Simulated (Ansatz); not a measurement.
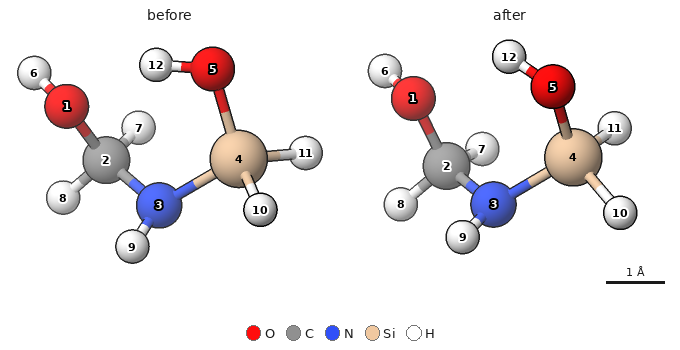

The structure of CH7NO2Si before (left) and after (right) a relaxation, at one scale.

Style: ball-and-stick. Shown at a tilt.

The start comes from PBE-D4/def2-SVP.

Level of theory: Ansatz 0.2.0, RKS PBE0-D4/def2-TZVP. (force threshold 0.005 eV/Å; at most 150 steps)

Describe what moved and what it gained.

The atom that moves furthest after the best rigid fit is H11 (0.73 Å). Largest moves by element: H 0.73 Å, O 0.71 Å, N 0.17 Å, C 0.12 Å, Si 0.10 Å. Some distances before and after: N3–Si4 1.769 → 1.729 Å, Si4–O5 1.676 → 1.644 Å, Si4–H10 1.506 → 1.479 Å, O5–H12 0.987 → 0.962 Å. Bond angles that change, for instance: O5–Si4–H10 115.1° → 105.9°, N3–Si4–H11 111.4° → 104.5°, N3–Si4–O5 108.5° → 114.3°. Groups turn about Si4–O5 by about 50°, N3–Si4 by about 35°. The energy falls by 2.68 kcal/mol in 24 accepted moves (27 points after the start). The largest force component goes from 0.87 to 0.0026 eV/Å. The line search rejected the trial steps at points 3, 18, 20 of the run. Cost: 70 s on 4 threads of Arm Neoverse V2, with other jobs on the host.
